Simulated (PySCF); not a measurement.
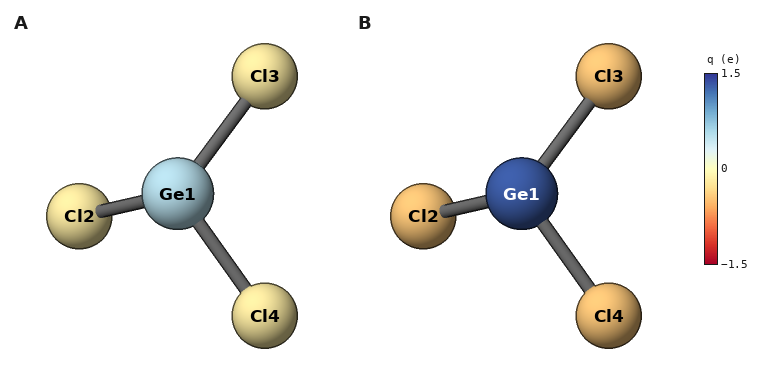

Atomic charges of one calculation by 2 schemes, on one colour scale. The species is neutral and a spin doublet. The computed structure is the end point of a PBE/def2-SVP optimisation. Method: PBE/def2-SVP (PySCF 2.14.0).

The schemes are Mulliken, atomic polar tensor. Which panel shows which?

Answer. A Mulliken, B atomic polar tensor.

List the charges (e), one line for each set of equivalent atoms.

```tsv
atom	Mulliken	atomic polar tensor
Ge1	0.52	1.31
Cl2, Cl3, Cl4	−0.17	−0.44
```
